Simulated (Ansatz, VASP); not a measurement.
# Cross-check of MoS2 between VASP and Ansatz, part 2 of 2

One calculation is typed for both programs; each brings its own data sets and cutoff. How far apart do they land?

VASP 6.6.1 and Ansatz 0.2.0.

So far. Step 2 (VASP: band structure, PBE): The run ends at a pressure of 2.45 GPa, with forces up to 0.015 eV/Å.

The database entry behind the starting cell differs from later determinations by our own check (about 0.3 % long), so it need not match the best structure at ambient conditions.

### 4. Side by side

Known differences besides the PAW data sets themselves: the cutoff is 420 eV in Ansatz and 370 eV in VASP. Total energies have different zeros and are not compared.

Both answers:

```
                     quantity  Ansatz   VASP  difference
gap over the path points (eV)   0.879  0.878      +0.001
```

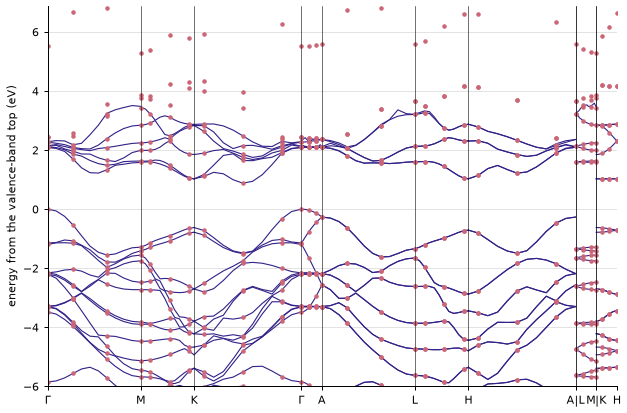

Bands from VASP (lines) and levels from Ansatz (dots). Dots without a line are higher empty bands that the VASP plot leaves out.

Levels at points of the path, from each program's valence-band top (eV; 4 filled, then empty):

```
k (reciprocal lattice)                                  Ansatz                                    VASP
     0.000 0.000 0.000   -2.16 -1.19 -1.15 0.00 2.09 2.09 2.12   -2.16 -1.19 -1.15 0.00 2.09 2.09 2.12
     0.136 0.000 0.000  -2.04 -1.15 -1.07 -0.54 1.70 1.87 1.96  -2.04 -1.15 -1.07 -0.54 1.70 1.86 1.96
     0.318 0.000 0.000  -2.06 -1.97 -1.79 -1.55 1.33 1.49 1.65  -2.06 -1.97 -1.79 -1.55 1.33 1.49 1.65
     0.500 0.000 0.000  -1.75 -1.55 -1.41 -1.28 1.58 1.63 1.99  -1.75 -1.55 -1.41 -1.29 1.58 1.63 1.99
     0.470 0.061 0.000  -2.07 -1.87 -1.28 -1.14 1.60 1.63 1.99  -2.08 -1.87 -1.29 -1.14 1.60 1.63 1.99
     0.409 0.182 0.000  -2.79 -2.35 -1.07 -0.89 1.39 1.49 2.32  -2.79 -2.35 -1.07 -0.90 1.39 1.49 2.32
     0.348 0.303 0.000  -2.77 -2.61 -0.80 -0.64 1.05 1.06 1.87  -2.77 -2.62 -0.81 -0.64 1.05 1.06 1.87
     0.303 0.303 0.000  -2.80 -2.51 -0.88 -0.72 1.11 1.17 1.90  -2.80 -2.51 -0.88 -0.72 1.11 1.17 1.90
     0.182 0.182 0.000  -1.83 -1.75 -1.51 -1.48 0.88 1.65 1.76  -1.83 -1.75 -1.51 -1.49 0.88 1.65 1.76
     0.061 0.061 0.000  -2.01 -1.14 -1.02 -0.32 1.89 1.91 1.99  -2.01 -1.14 -1.02 -0.32 1.89 1.91 1.99
```

At this near-relaxed geometry the largest component of a force difference is 27 meV/Å. Among the levels compared (up to four filled and three empty ones at each point), filled levels agree within 3 meV and empty ones within 6 meV.

### 5. Further runs

The difference is large enough to ask for its cause, so further runs change the set-up of one program at a time, as the table lists.

```
                                        run  r.m.s. force difference (meV/Å)
                                   as above                               13
          Ansatz's all-electron LAPW method                               12
    Ansatz's larger PAW set (cutoff 640 eV)                               12
norm-conserving potentials (cutoff 1088 eV)                               13
```

### 6. VASP: single point, PBE

With cell and atoms fixed, the geometry can't cause a difference; cores, projectors, grids and the points listed under the comparison can. The cell compared in this pair holds 103.97 Å³, against 107.18 Å³ for the pair before.

The input, INCAR:

```
SYSTEM = MoS2
PREC = Accurate
ENCUT = 370
EDIFF = 1E-08
NELM = 100
ISMEAR = 0
SIGMA = 0.01
LREAL = .FALSE.
ALGO = Normal
GGA = PE
NBANDS = 32
LASPH = .TRUE.
LORBIT = 11
LWAVE = .TRUE.
LCHARG = .FALSE.
KPAR = 4
```

The input, POSCAR:

```
MoS2
1.0
    3.1369877103      0.0000000000      0.0000000000
   -1.5684938552      2.7167110485      0.0000000000
    0.0000000000      0.0000000000     12.1995066399
Mo S
2 4
Direct
    0.6666666667      0.3333333333      0.7500000000
    0.3333333333      0.6666666667      0.2500000000
    0.6666666667      0.3333333333      0.3767056880
    0.3333333333      0.6666666667      0.8767056880
    0.6666666667      0.3333333333      0.1232943120
    0.3333333333      0.6666666667      0.6232943120
```

The input, KPOINTS:

```
Automatic mesh
0
Gamma
6 6 1
0 0 0
```

Potentials, in the order of the species: Mo_sv_GW and S_GW (PBE family, release 64).

Launch:

```console
> mpirun -np 8 vasp_std
```

Numbers of over 12 decimals in the logs are rounded to 6 here.

Log:

```text
[banner, memory and clock lines left out]
running    8 mpi-ranks, on    1 nodes
[...]
[... a notice as in an earlier step ...]

 LDA part: xc-table for (Slater+PW92), standard interpolation
 POSCAR, INCAR and KPOINTS ok, starting setup
[...]
entering main loop
       N       E                     dE             d eps       ncg     rms          rms(c)
DAV:   1     0.373957723510E+03    0.37396E+03   -0.24714E+04   512   0.124E+03
DAV:   2    -0.189756568826E+02   -0.39293E+03   -0.38362E+03   680   0.514E+02
DAV:   3    -0.497893442041E+02   -0.30814E+02   -0.30597E+02   624   0.123E+02
DAV:   4    -0.516285129801E+02   -0.18392E+01   -0.18348E+01   752   0.337E+01
[...]
DAV:  16    -0.449750337592E+02   -0.68628E-07   -0.12833E-07   576   0.210E-03    0.172E-04
DAV:  17    -0.449750337744E+02   -0.15190E-07   -0.80265E-09   400   0.764E-04    0.767E-05
DAV:  18    -0.449750337714E+02    0.30186E-08   -0.25168E-09   392   0.503E-04
   1 F= -.44975034E+02 E0= -.44975034E+02  d E =0.000000E+00
 writing wavefunctions
```

From OUTCAR (step 6):

```text
  Total        4.4607214      4.4607214      5.6594111     -0.0000000      0.0000000      0.0000000
  in kB       68.7412055     68.7412055     87.2134143     -0.0000000      0.0000000      0.0000000
  external PRESSURE =      74.8986084 kB  Pullay stress =       0.0000000 kB

 POSITION                                       TOTAL-FORCE (eV/Angst)
 -----------------------------------------------------------------------------------
      1.56849      0.90557      9.14963        -0.000000      0.000000      0.000000
     -0.00000      1.81114      3.04988         0.000000      0.000000      0.000000
      1.56849      0.90557      4.59562        -0.000000      0.000000      0.525759
     -0.00000      1.81114     10.69538         0.000000     -0.000000      0.525759
      1.56849      0.90557      1.50413        -0.000000      0.000000     -0.525759
     -0.00000      1.81114      7.60388         0.000000     -0.000000     -0.525759
 -----------------------------------------------------------------------------------
    total drift:                                0.000000     -0.000000      0.000000

  FREE ENERGIE OF THE ION-ELECTRON SYSTEM (eV)
  ---------------------------------------------------
  free  energy   TOTEN  =       -44.9750337714 eV

  energy  without entropy=      -44.9750337714  energy(sigma->0) =      -44.97503377

[... 1 part as in an earlier step ...]

[... 2 further parts left out ...]
[key lines of the parts left out:]
E-fermi :   8.1180
```

The run ends at a pressure of 7.49 GPa, with forces up to 0.53 eV/Å.

### 7. Ansatz: single point, PBE

The same cell, functional, mesh and smearing now go to Ansatz, which takes its cutoff from its data sets.

The input, input.yaml:

```yaml
crystal:
  lattice:
    - [3.1369877103, 0.0, 0.0]
    - [-1.5684938552, 2.7167110485, 0.0]
    - [0.0, 0.0, 12.1995066399]
  atoms:
    - { symbol: Mo, position: [0.6666666667, 0.3333333333, 0.75] }
    - { symbol: Mo, position: [0.3333333333, 0.6666666667, 0.25] }
    - { symbol: S, position: [0.6666666667, 0.3333333333, 0.376705688] }
    - { symbol: S, position: [0.3333333333, 0.6666666667, 0.876705688] }
    - { symbol: S, position: [0.6666666667, 0.3333333333, 0.123294312] }
    - { symbol: S, position: [0.3333333333, 0.6666666667, 0.623294312] }
hamiltonian:
  xc: pbe
  pseudopotentials: { kind: paw }
kpoints:
  mp_grid: { grid: [6, 6, 1] }
scf:
  occupations: { method: gaussian, width: 0.01 }
  n_extra_bands: 5
output:
  forces: true
  stress: true
  eigenvalues: true
  write_density: true
  write_potential: true
  elf: true
  volumetric_format: npy
```

Launch:

```console
> ansatz run input.yaml --threads 4 --pin off --max-ram 9216MiB --backend cpu --events-out ev --progress --plain --runs-dir out
```

Log:

```text
[...]
Crystal: 6 atoms, lattice volume = 103.968 Å³
Basis set: ecut = 420 eV, 2009 PW (Γ), exchange–correlation on 48×48×180 points (8 copies of the dense FFT grid, shifted against one another)
Bands: 31, of which v1, the nominal top of the filled ones, is band 26 counted from 1 (25 counted from 0)
Symmetry: 24 space group operations
[...]
k-points: 7 of 36
[...]
k-point 0: bands = [... 22 lower, 9.1938, 10.1913, 10.2217, 11.4433, 13.5738, 13.5738, 13.5999, 13.5999, ... 1 higher]
  k-point 1: bands = [... 22 lower, 9.3047, 10.1594, 10.2592, 10.6297, 12.9624, 13.3406, 13.3428, 13.5538, ... 1 higher]
  k-point 2: bands = [... 22 lower, 9.3438, 9.3938, 9.5230, 9.7969, 12.8350, 12.9525, 13.1203, 13.5939, ... 1 higher]
  k-point 6: bands = [... 22 lower, 8.6724, 8.6724, 10.5887, 10.7639, 12.4788, 12.4788, 13.2533, 14.3561, ... 1 higher]
[key lines of the parts left out:]
SCF converged after 7 iterations
Free energy (F): -13525.413865 eV
Fermi energy:    11.874823 eV
P = ⅓ Tr σ = 7.4721 GPa (74.721 kbar)
```

The job ended after 1.5 s (4 threads of Arm Neoverse N1, shared host; peak memory 0.37 GiB; 4.3 s of CPU time).

The run ends at a pressure of 7.47 GPa, with forces up to 0.50 eV/Å.

### 8. Side by side

The two programs side by side:

```
              quantity  Ansatz   VASP  difference
gap on the k mesh (eV)   0.863  0.862      +0.001
```

Forces (eV/Å; atoms numbered as in POSCAR):

```
atom        Ansatz x, y, z          VASP x, y, z
 Mo1   0.000, 0.000, 0.000   0.000, 0.000, 0.000
 Mo2   0.000, 0.000, 0.000   0.000, 0.000, 0.000
  S3   0.000, 0.000, 0.495   0.000, 0.000, 0.526
  S4   0.000, 0.000, 0.495   0.000, 0.000, 0.526
  S5  0.000, 0.000, -0.495  0.000, 0.000, -0.526
  S6  0.000, 0.000, -0.495  0.000, 0.000, -0.526
```

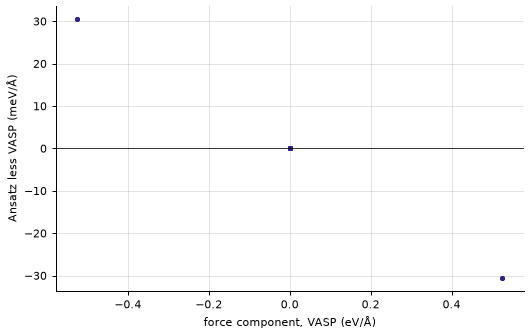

Difference of the force components against their size.

The forces differ by 14 meV/Å r.m.s., which is 5.8 % of the r.m.s. force of 0.25 eV/Å (both taken over all components).

### 9. What moves the difference

The difference is large enough to ask for its cause, so further runs change the set-up of one program at a time, as the table lists.

```
                                        run  r.m.s. force difference (% of the r.m.s. force)
                                   as above                                              5.8
          Ansatz's all-electron LAPW method                                              5.6
    Ansatz's larger PAW set (cutoff 640 eV)                                              5.5
norm-conserving potentials (cutoff 1088 eV)                                              6.2
```

### 10. What came out

```json
{
  "r.m.s. force difference (band structure, PBE)": "13 meV/Å",
  "r.m.s. force difference (single point, PBE)": "5.8 % of the r.m.s. force"
}
```

What this shows: The r.m.s. force difference is 5.8 % of the r.m.s. force (single point, PBE), beyond the 3 % picked in this series as the mark of a large difference. For band structure, PBE: no further run halves the r.m.s. force difference; only Ansatz's side was varied, and Ansatz's runs with other potentials lie closer to each other than to VASP, which for this quantity points to VASP's side; this was not tested here. The all-electron run, which needs no data set, lies 12 meV/Å from VASP, against 13 for Ansatz's PAW result. For single point, PBE: no further run halves the r.m.s. force difference; only Ansatz's side was varied, and Ansatz's runs with other potentials lie closer to each other than to VASP, which for this quantity points to VASP's side; this was not tested here. The all-electron run, which needs no data set, lies 5.6 % of the r.m.s. force from VASP, against 5.8 for Ansatz's PAW result. 1 further run on this material is not shown. Differences of this kind measure data sets and numerical settings, not the functional's error against experiment.

[Lines on the potential files, build, host, timing and source positions are cut from VASP's logs without a mark.]

[Logs are printed without paths, hosts, clocks, repeated set-up lines and the standing remarks that a program may print on its own settings, such as how far it seeks lower states.]

[Hosts, paths, dates, database ids (printed as entryN), source tags and the programs' standing remarks are cut or masked in the printed files.]
